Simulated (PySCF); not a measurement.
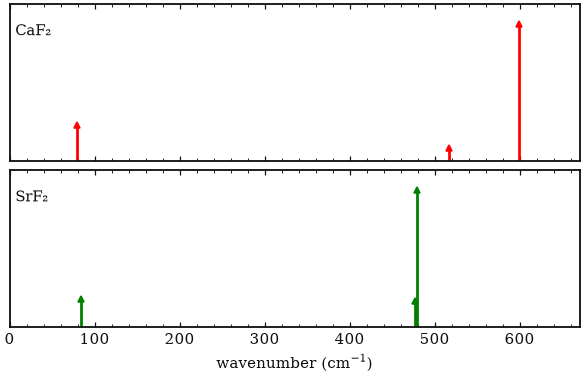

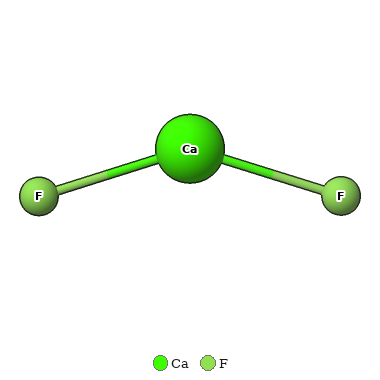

Harmonic infrared lines of CaF₂ and SrF₂, all C2v singlets, each the lowest point that its search found (CaF₂ is drawn); the central atom changes down one group of the periodic table. PBE0/def2-TZVP (core potentials past Kr), PySCF 2.14.0, unscaled, no spin-orbit coupling; each panel is scaled to its strongest line, degenerate modes are one line with their intensities summed, and dots on the axis are modes too weak to show or inactive.

How do the bond length and the stretches change along the series?

Mean bond length: CaF₂ 1.996, SrF₂ 2.124 Å, rising down the group. Highest b2 mode: CaF₂ 599, SrF₂ 480 cm⁻¹, falling down the group.
